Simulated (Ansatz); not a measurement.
**C2H2N2Si: basis-set convergence**

How large a basis does C2H2N2Si need? Two functionals are run in growing sets.

The runs use Ansatz 0.2.0, Gaussian basis; one geometry, several basis sets.

Levels to be run: PBE0-D4/def2-SVP; ωB97M-V/def2-SVP; PBE0-D4/def2-QZVPP; ωB97M-V/def2-QZVPP; the functionals' def2-TZVPP values are taken from earlier runs.

### Step 1. Structure used throughout

All runs share one geometry, relaxed beforehand with PBE0-D4 in a triple-zeta def2 set.

SMILES `N#C[SiH2]C#N`, 7 atoms, charge 0, spin multiplicity 1.

Atoms are counted from 1 here; the program's logs count them from 0.

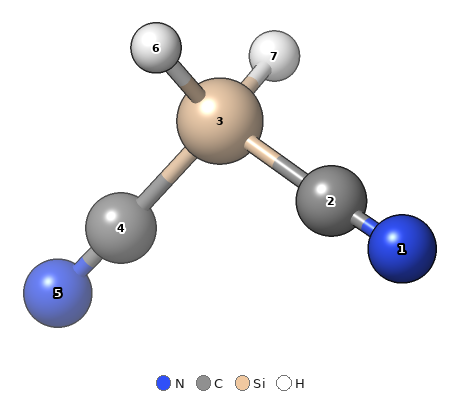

The structure; nitrogen blue, carbon grey, silicon light orange, hydrogen white; atoms are numbered from 1 in the order of the file.

### Step 2. PBE0-D4 in def2-SVP

in.yaml reads:

```yaml
crystal:
  periodic: [false, false, false]
  atoms:
    - {symbol: N, position_ang: [0.186918, -2.495675, 1.005969]}
    - {symbol: C, position_ang: [0.263824, -1.396717, 0.671999]}
    - {symbol: Si, position_ang: [0.422298, 0.363495, 0.162928]}
    - {symbol: C, position_ang: [-0.971314, 0.722962, -0.982168]}
    - {symbol: N, position_ang: [-1.834576, 0.973466, -1.701325]}
    - {symbol: H, position_ang: [0.298714, 1.221656, 1.354871]}
    - {symbol: H, position_ang: [1.695336, 0.542712, -0.557974]}
basis:
  gaussian: {orbitals: def2-SVP}
hamiltonian: {xc: pbe0, dispersion: d4}
output: {orbitals: {seedname: orbitals}}
```

Run with:

```bash
$ ansatz run in.yaml --threads 4 --pin off --events-out ev --progress --plain --max-ram 10444MiB
```

What it wrote:

```text
Functional definition: PBE0
  name "PBE0"
  cite "Adamo & Barone, J. Chem. Phys. 110, 6158 (1999) doi:10.1063/1.478522"
  cite "Perdew, Burke & Ernzerhof, Phys. Rev. Lett. 77, 3865 (1996) doi:10.1103/PhysRevLett.77.3865"
  parent pbe
  parameter a = 0.25
  parameter kappa = 0.804
  parameter beta = 0.06672455060314922
  exchange = (1 - a)*pbe_x(kappa = kappa, mu = beta*pi^2/3) + a*exact_x
  correlation = pbe_c(beta = beta)
972 factors; their error is unknown
mean field evaluation 1: about -12941.8676 eV, gradient 4.7e1 eV
mean field evaluation 2: about -12928.0466 eV, gradient 9.0e1 eV
mean field evaluation 4: about -12947.0775 eV, gradient 2.4e0 eV
mean field evaluation 8: about -12947.0891 eV, gradient 2.1e-2 eV
mean field -12947.14404507 eV, -475.7987677669 hartree, gradient 4.3e-5 eV, S^2 0.000000; 0 other end points of the search recorded, 0 dependent functions left out
reference -12947.14406538 eV, -475.7987685134 hartree; 21, 21 occupied and 63, 63 virtual orbitals, 972 factors
Total energy: -12947.26803570 eV, -475.8033243385 hartree
```

Run time: 0.6 s. Hardware: 4 threads of Arm Neoverse V1, shared host.

### Step 3. ωB97M-V in def2-SVP

in.yaml, as its differences from that of step 2:

```diff
@@ -12,3 +12,3 @@
   gaussian: {orbitals: def2-SVP}
-hamiltonian: {xc: pbe0, dispersion: d4}
+hamiltonian: {xc: {name: wB97M-V}}
 output: {orbitals: {seedname: orbitals}}
```

Launched as before.

What it wrote, shortened:

```text
Functional definition: wB97M-V
  name "wB97M-V"
  cite "Mardirossian & Head-Gordon, J. Chem. Phys. 144, 214110 (2016) doi:10.1063/1.4952647"
  cite "Becke, J. Chem. Phys. 107, 8554 (1997) doi:10.1063/1.475007"
  cite "Vydrov & Van Voorhis, J. Chem. Phys. 133, 244103 (2010) doi:10.1063/1.3521275"
  # Of w^i u^j: cxij and so on, Table III.
[...]
  gx(w, u) = 1 - cx + cx01*u + cx10*w
  gss(w, u) = css00 + css04*u^4 + css10*w + css20*w^2 + css43*w^4*u^3
  gos(w, u) = cos00 + cos10*w + (cos20 + cos21*u)*w^2 + (cos60 + cos61*u)*w^6
[...]
      + integral(e_c_pw_mod_opposite_spin*gos(b97_w_opposite, b97_u_opposite)) + vv10(b, c)
972 factors; their error is unknown
232 factors; integrals over basis functions are off by at most 5.2e-6 eV
[...]
mean field -12954.57020715 eV, -476.0716741895 hartree, gradient 3.4e-5 eV, S^2 0.000000; 0 other end points of the search recorded, 0 dependent functions left out
reference -12954.57023959 eV, -476.0716753818 hartree; 21, 21 occupied and 63, 63 virtual orbitals, 972 factors
Total energy: -12954.57023959 eV, -476.0716753818 hartree
```

It took 2.4 s on 4 threads of Arm Neoverse V1, shared host.

### Step 4. PBE0-D4 in def2-QZVPP

in.yaml, as its differences from that of step 3:

```diff
@@ -11,4 +11,4 @@
 basis:
-  gaussian: {orbitals: def2-SVP}
-hamiltonian: {xc: {name: wB97M-V}}
+  gaussian: {orbitals: "def2-QZVPP.json"}
+hamiltonian: {xc: pbe0, dispersion: d4}
 output: {orbitals: {seedname: orbitals}}
```

Same command.

What it wrote:

```text
Functional definition: PBE0
  name "PBE0"
  cite "Adamo & Barone, J. Chem. Phys. 110, 6158 (1999) doi:10.1063/1.478522"
  cite "Perdew, Burke & Ernzerhof, Phys. Rev. Lett. 77, 3865 (1996) doi:10.1103/PhysRevLett.77.3865"
  parent pbe
  parameter a = 0.25
  parameter kappa = 0.804
  parameter beta = 0.06672455060314922
  exchange = (1 - a)*pbe_x(kappa = kappa, mu = beta*pi^2/3) + a*exact_x
  correlation = pbe_c(beta = beta)
1181 factors; their error is unknown
mean field evaluation 1: about -12949.6192 eV, gradient 5.8e1 eV
mean field evaluation 2: about -12935.5111 eV, gradient 9.5e1 eV
mean field evaluation 4: about -12956.2484 eV, gradient 4.1e0 eV
mean field evaluation 8: about -12956.2852 eV, gradient 3.2e-2 eV
mean field -12956.29753121 eV, -476.1351521782 hartree, gradient 5.0e-5 eV, S^2 0.000000; 0 other end points of the search recorded, 0 dependent functions left out
reference -12956.29756848 eV, -476.1351535476 hartree; 21, 21 occupied and 337, 337 virtual orbitals, 1181 factors
Total energy: -12956.42153879 eV, -476.1397093727 hartree
```

Run time: 3.7 s. Hardware: 4 threads of Arm Neoverse V1, shared host; peak memory 0.89 GiB.

### Step 5. ωB97M-V in def2-QZVPP

in.yaml, as its differences from that of step 4:

```diff
@@ -12,3 +12,3 @@
   gaussian: {orbitals: "def2-QZVPP.json"}
-hamiltonian: {xc: pbe0, dispersion: d4}
+hamiltonian: {xc: {name: wB97M-V}}
 output: {orbitals: {seedname: orbitals}}
```

The command is unchanged.

What it wrote, shortened:

```text
Functional definition: wB97M-V
  name "wB97M-V"
  cite "Mardirossian & Head-Gordon, J. Chem. Phys. 144, 214110 (2016) doi:10.1063/1.4952647"
  cite "Becke, J. Chem. Phys. 107, 8554 (1997) doi:10.1063/1.475007"
  cite "Vydrov & Van Voorhis, J. Chem. Phys. 133, 244103 (2010) doi:10.1063/1.3521275"
  # Of w^i u^j: cxij and so on, Table III.
[...]
  gx(w, u) = 1 - cx + cx01*u + cx10*w
  gss(w, u) = css00 + css04*u^4 + css10*w + css20*w^2 + css43*w^4*u^3
  gos(w, u) = cos00 + cos10*w + (cos20 + cos21*u)*w^2 + (cos60 + cos61*u)*w^6
[...]
      + integral(e_c_pw_mod_opposite_spin*gos(b97_w_opposite, b97_u_opposite)) + vv10(b, c)
1161 factors; their error is unknown
274 factors; integrals over basis functions are off by at most 8.7e-6 eV
[...]
mean field -12963.89395721 eV, -476.4143156844 hartree, gradient 7.6e-5 eV, S^2 0.000000; 0 other end points of the search recorded, 0 dependent functions left out
reference -12963.89401492 eV, -476.4143178055 hartree; 21, 21 occupied and 337, 337 virtual orbitals, 1161 factors
Total energy: -12963.89401492 eV, -476.4143178055 hartree
```

Wall time 9 s (4 threads of Arm Neoverse V1, shared host); peak memory 1.1 GiB.

### Step 6. Density functionals: the series

The def2-TZVPP values come from earlier runs at the same geometry.

```csv
functional,basis,functions,energy (eV),from the largest (eV),HOMO (eV),LUMO (eV)
PBE0-D4,def2-SVP,84,-12947.2680,9.154,-10.24,-1.44
PBE0-D4,def2-TZVPP,194,-12955.8971,0.524,-10.32,-1.65
PBE0-D4,def2-QZVPP,358,-12956.4215,0.000,-10.33,-1.68
ωB97M-V,def2-SVP,84,-12954.5702,9.324,-12.45,0.77
ωB97M-V,def2-TZVPP,194,-12963.4183,0.476,-12.58,0.48
ωB97M-V,def2-QZVPP,358,-12963.8940,0.000,-12.59,0.42
```

### Step 7. Outcome

| quantity | value |
| --- | --- |
| PBE0-D4: double and triple zeta above quadruple | 9.15, 0.52 eV |
| ωB97M-V: double and triple zeta above quadruple | 9.32, 0.48 eV |

In words: For PBE0-D4 the step from double to triple zeta gains 8.63 eV and the next only 0.52 eV. Total energies overstate the basis error of differences, where much of it tends to cancel.

For PBE0-D4 the largest set took about 6 times as long as the smallest (3.7 s against 0.6 s).
